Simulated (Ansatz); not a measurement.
Process, species as SMILES: Cl atom → [Cl-] (an electron is taken up)
B3LYP-D3(BJ)/def2-TZVP geometries, fixed; electronic energies without zero-point terms; positive where energy is released.
Largest species:
```xyz
1

Cl     0.0000     0.0000     0.0000
```
Charge 0, spin multiplicity 2.

Basis-set convergence of the adiabatic electron affinity at CCSD(T) with Ansatz (a quantum-chemistry and plane-wave program). Cartesian d functions, on some or all atoms, in 6-311+G**; all else is spherical. Cores are frozen. Open shells are unrestricted. No added dispersion term, no relativity. Functions are those of the species that has most. Reference: Hartree-Fock in aug-cc-pV(5+d)Z plus the correlation part extrapolated as X^-3 from aug-cc-pV(Q+d)Z and aug-cc-pV(5+d)Z, 3.665 eV, itself unsure by roughly 0.011 eV (a third of the extrapolation step and of the last Hartree-Fock step). Deviations are taken from unrounded values.

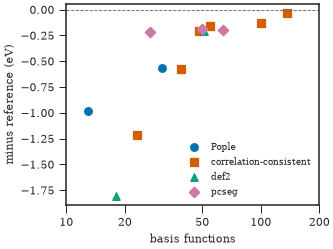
Fig. 1. Deviation from the reference against the number of basis functions, by family of sets.

```csv
basis,functions,adiabatic electron affinity (eV),minus reference (eV)
6-31G,13,2.684,-0.980
def2-SVP,18,1.855,-1.809
cc-pV(D+d)Z,23,2.448,-1.217
aug-pcseg-1,27,3.446,-0.219
6-311+G**,31,3.103,-0.562
cc-pV(T+d)Z,39,3.086,-0.578
jun-cc-pV(T+d)Z,48,3.459,-0.206
aug-pcseg-2,50,3.472,-0.192
def2-TZVPPD,51,3.454,-0.211
aug-cc-pV(T+d)Z,55,3.504,-0.161
pcseg-3,64,3.464,-0.201
cc-pV(5+d)Z,100,3.534,-0.131
aug-cc-pV(5+d)Z,136,3.633,-0.031
```
